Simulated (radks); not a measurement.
# Ionisation of Ni³⁺: one atom, several choices of relativity

Aim: the ionisation energy of Ni³⁺ ([Ar] 3d7) to Ni⁴⁺ ([Ar] 3d6) for each choice of relativity, and which comes nearest the tabulated value.

Program: radks (a radial shooting solver on a logarithmic mesh, Libxc functionals) version 1. Level of theory: Kohn-Sham, PBE, spin-unpolarised, spherical densities. These are calculated values, not measurements, unless marked.

**1. Starting point**

* element: nickel (Z = 28)
* charge: +3
* electrons: 25
* configuration: [Ar] 3d7
* ion: Ni⁴⁺, [Ar] 3d6
* choices: non-relativistic; scalar-relativistic; Dirac, 2j+1 shares; Dirac, low j first; scalar-relativistic, finite nucleus; Dirac, 2j+1 shares, finite nucleus; Dirac, c × 3; Dirac, c × 100; Dirac, c × 1.5

**2. non-relativistic: Ni³⁺**

Input:

```text
Z 28
configuration [Ar] 3d7 4s0 4p0
relativity non-relativistic
functional pbe,pbe
spin unpolarised
nucleus point
```

**3. non-relativistic: Ni⁴⁺**

Input:

```text
Z 28
configuration [Ar] 3d6
relativity non-relativistic
functional pbe,pbe
spin unpolarised
nucleus point
```

**4. scalar-relativistic: Ni³⁺**

Input:

```text
Z 28
configuration [Ar] 3d7 4s0 4p0
relativity scalar-relativistic
functional pbe,pbe
spin unpolarised
nucleus point
c 137.035999084
```

**5. scalar-relativistic: Ni⁴⁺**

Input:

```text
Z 28
configuration [Ar] 3d6
relativity scalar-relativistic
functional pbe,pbe
spin unpolarised
nucleus point
c 137.035999084
```

**6. Dirac, 2j+1 shares: Ni³⁺**

Input:

```text
Z 28
configuration [Ar] 3d7 4s0 4p0
relativity Dirac
functional pbe,pbe
spin unpolarised
j_filling average
nucleus point
c 137.035999084
```

**7. Dirac, 2j+1 shares: Ni⁴⁺**

Input: that of step 6 with these lines changed.

```diff
@@ -1,3 +1,3 @@
 Z 28
-configuration [Ar] 3d7 4s0 4p0
+configuration [Ar] 3d6
 relativity Dirac
```

**8. Dirac, low j first: Ni³⁺**

Input:

```text
Z 28
configuration [Ar] 3d7 4s0 4p0
relativity Dirac
functional pbe,pbe
spin unpolarised
j_filling energy
nucleus point
c 137.035999084
```

**9. Dirac, low j first: Ni⁴⁺**

Input: that of step 8 with these lines changed.

```diff
@@ -1,3 +1,3 @@
 Z 28
-configuration [Ar] 3d7 4s0 4p0
+configuration [Ar] 3d6
 relativity Dirac
```

**10. scalar-relativistic, finite nucleus: Ni³⁺**

Input:

```text
Z 28
configuration [Ar] 3d7 4s0 4p0
relativity scalar-relativistic
functional pbe,pbe
spin unpolarised
nucleus finite rms 3.7757 fm
c 137.035999084
```

**11. scalar-relativistic, finite nucleus: Ni⁴⁺**

Input: that of step 10 with these lines changed.

```diff
@@ -1,3 +1,3 @@
 Z 28
-configuration [Ar] 3d7 4s0 4p0
+configuration [Ar] 3d6
 relativity scalar-relativistic
```

**12. Dirac, 2j+1 shares, finite nucleus: Ni³⁺**

Input:

```text
Z 28
configuration [Ar] 3d7 4s0 4p0
relativity Dirac
functional pbe,pbe
spin unpolarised
j_filling average
nucleus finite rms 3.7757 fm
c 137.035999084
```

**13. Dirac, 2j+1 shares, finite nucleus: Ni⁴⁺**

Input: that of step 12 with these lines changed.

```diff
@@ -1,3 +1,3 @@
 Z 28
-configuration [Ar] 3d7 4s0 4p0
+configuration [Ar] 3d6
 relativity Dirac
```

**14. Dirac, c × 3: Ni³⁺**

Input:

```text
Z 28
configuration [Ar] 3d7 4s0 4p0
relativity Dirac
functional pbe,pbe
spin unpolarised
j_filling average
nucleus point
c 411.108
```

**15. Dirac, c × 3: Ni⁴⁺**

Input: that of step 14 with these lines changed.

```diff
@@ -1,3 +1,3 @@
 Z 28
-configuration [Ar] 3d7 4s0 4p0
+configuration [Ar] 3d6
 relativity Dirac
```

**16. Dirac, c × 100: Ni³⁺**

Input:

```text
Z 28
configuration [Ar] 3d7 4s0 4p0
relativity Dirac
functional pbe,pbe
spin unpolarised
j_filling average
nucleus point
c 13703.59991
```

**17. Dirac, c × 100: Ni⁴⁺**

Input: that of step 16 with these lines changed.

```diff
@@ -1,3 +1,3 @@
 Z 28
-configuration [Ar] 3d7 4s0 4p0
+configuration [Ar] 3d6
 relativity Dirac
```

**18. Dirac, c × 1.5: Ni³⁺**

Input:

```text
Z 28
configuration [Ar] 3d7 4s0 4p0
relativity Dirac
functional pbe,pbe
spin unpolarised
j_filling average
nucleus point
c 205.554
```

**19. Dirac, c × 1.5: Ni⁴⁺**

Input: that of step 18 with these lines changed.

```diff
@@ -1,3 +1,3 @@
 Z 28
-configuration [Ar] 3d7 4s0 4p0
+configuration [Ar] 3d6
 relativity Dirac
```

Before running it: what results should come out? Wanted: for each run, relativity; E(Ni³⁺); Δ-SCF; −ε(HOMO); <r> HOMO; error.

**Answer**, as computed:

| relativity | E(Ni³⁺) (hartree) | Δ-SCF (eV) | −ε(HOMO) (eV) | <r> HOMO (bohr) | error (eV) |
| --- | --- | --- | --- | --- | --- |
| non-relativistic | -1505.63481 | 57.905 | 47.362 | 0.8924 | +2.98 |
| scalar-relativistic | -1518.18008 | 57.556 | 47.063 | 0.8961 | +2.64 |
| Dirac, 2j+1 shares | -1518.22185 | 57.555 | 46.951 | 0.8978 | +2.63 |
| Dirac, low j first | -1518.23380 | 57.403 | 46.919 | 0.8982 | +2.48 |
| scalar-relativistic, finite nucleus | -1518.17416 | 57.556 | 47.063 | 0.8961 | +2.64 |
| Dirac, 2j+1 shares, finite nucleus | -1518.21593 | 57.555 | 46.951 | 0.8978 | +2.63 |
| Dirac, c × 3 | -1507.00805 | 57.866 | 47.316 | 0.8930 | +2.95 |
| Dirac, c × 100 | -1505.63604 | 57.905 | 47.362 | 0.8924 | +2.98 |
| Dirac, c × 1.5 | -1511.16520 | 57.749 | 47.178 | 0.8948 | +2.83 |

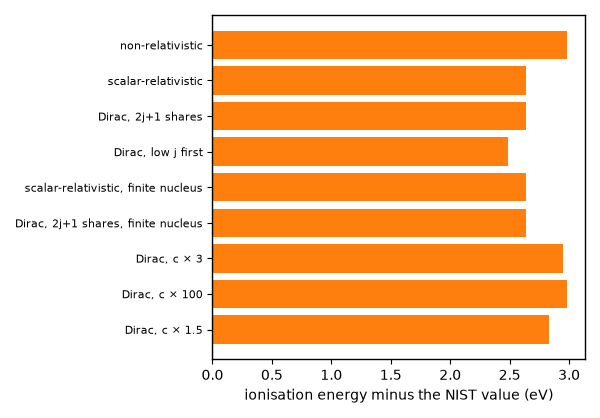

Each choice against the tabulated value.

**Reading.** The NIST Atomic Spectra Database lists 54.9 +/- 0.25 eV (semi-empirical). The smallest miss is that of Dirac, low j first (+2.48 eV), the largest that of non-relativistic (+2.98 eV). Runs with a scaled speed of light are not ranked. The ionisation energies span 0.50 eV, the total energies of Ni³⁺ 343 eV (scaled speeds of light included): most of the change in the total cancels in the difference. From the non-relativistic level to Dirac, 2j+1 shares, finite nucleus the 1s level goes from -8162.5 to -8250.5 eV and the ionisation energy moves by -0.35 eV. Levels marked c × scale the speed of light and are no model of nature. Spin polarisation and multiplet splitting of open shells are left out at every level.
